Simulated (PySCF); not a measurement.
Input

```
{"job": {"kind": "uv", "xc": "wB97X-D", "basis": "def2-SVPD", "nstates": 8, "ntriplets": 3}, "charge": 0, "multiplicity": 1}
C     -0.882318    -1.457483     0.013911
C     -0.910424    -0.103676    -0.698585
C     -1.840706     0.880619     0.010784
Ga     0.983024     0.690145    -0.850006
N      2.118432     0.168723     0.998157
F      2.234331    -0.246455    -1.699697
H     -0.587776    -1.339299     1.058454
H     -1.864489    -1.931970    -0.006962
H     -0.170894    -2.125924    -0.475189
H     -1.308580    -0.274191    -1.708777
H     -1.828860     1.847203    -0.495588
H     -1.521903     1.037462     1.041934
H     -2.866867     0.509534     0.022432
H      1.348573     2.206938    -0.920669
H      3.066054     0.390028     0.695789
H      2.070608    -0.843150     1.102508
H      1.954797     0.603524     1.901594
```

Run with:

```sh
OMP_NUM_THREADS=1 python probes_run.py task.json out
```

Geometry: GFN2-xTB.

All numbers below come from PySCF 2.14.0, wB97X-D/def2-SVPD, SCF density, gas phase.

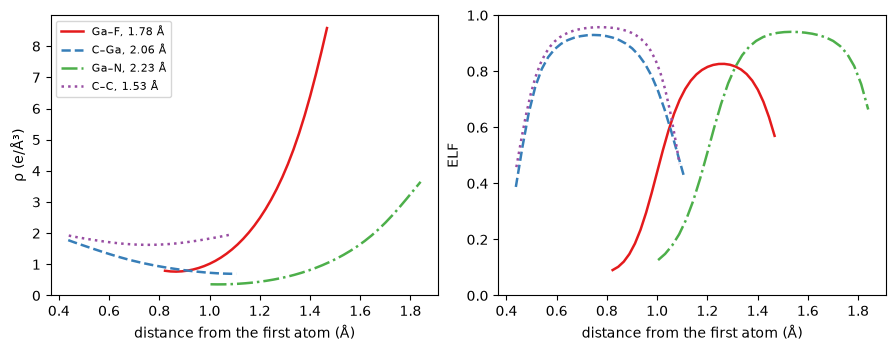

C3H11FGaN. Total electron density and ELF along straight lines between neighbouring atoms. The curves leave out the atomic cores.

### Compare the contacts.

Ga–F (1.78 Å): the density is about 0.78 e/Å³ at the midpoint; the ELF peaks at about 0.85 in the valence shell of F, 0.5 Å from its nucleus, and is about 0.15 at the midpoint.
C–Ga (2.06 Å): ρ is about 0.71 e/Å³ halfway; the ELF peaks at about 0.95 in the valence shell of C, 0.7 Å from its nucleus, and is about 0.65 at the midpoint.
Ga–N (2.23 Å): ρ is about 0.38 e/Å³ halfway; the ELF peaks at about 0.95 in the valence shell of N, 0.7 Å from its nucleus, and is about 0.25 at the midpoint.
C–C (1.53 Å): the density is about 1.6 e/Å³ at the midpoint; the ELF peaks at about 0.95 between the atoms, as expected for localised, covalent bonding.
